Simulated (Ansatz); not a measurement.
**A computed series for ZnSnO3: response to strain**

The reference is ZnSnO₃ (space group R3c, No. 161).

```
CELL_PARAMETERS angstrom
      2.63915     1.52372     4.66998
     -2.63915     1.52372     4.66998
      0.00000    -3.04743     4.66998
ATOMIC_POSITIONS crystal
  Zn 0.29492 0.29492 0.29492
  Zn 0.79492 0.79492 0.79492
  Sn 0.01257 0.01257 0.01257
  Sn 0.51257 0.51257 0.51257
  O  0.72151 0.11607 0.40522
  O  0.40522 0.72151 0.11607
  O  0.11607 0.40522 0.72151
  O  0.90522 0.61607 0.22151
  O  0.22151 0.90522 0.61607
  O  0.61607 0.22151 0.90522
```

Cartesian axes are those of the cell as printed.

Strains are applied to the cell and any free atomic positions relax; under biaxial strain the out-of-plane vector relaxes too.

Level of theory: PBEsol, PAW, 420 eV (Ansatz, an electronic-structure program; no spin-orbit coupling).

Notes on the quantities. energy relative to the base: free energy F.

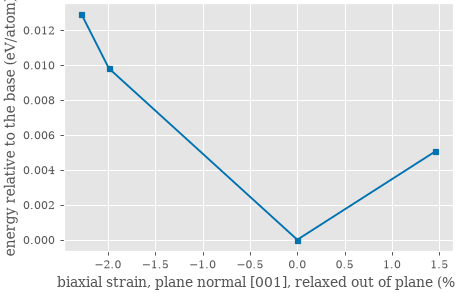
Figure: Energy relative to the base against biaxial strain, plane normal [001], relaxed out of plane

Question: From the plot, what is the energy relative to the base for biaxial strain −2.28 %, plane normal [001], relaxed out of plane?

Answer: About 0.013 eV/atom.

Question: Is the trend monotonic over the range shown?

Answer: No, it turns within the range, spanning 0 meV/atom to +13 meV/atom.

No phonon test of stability was made.
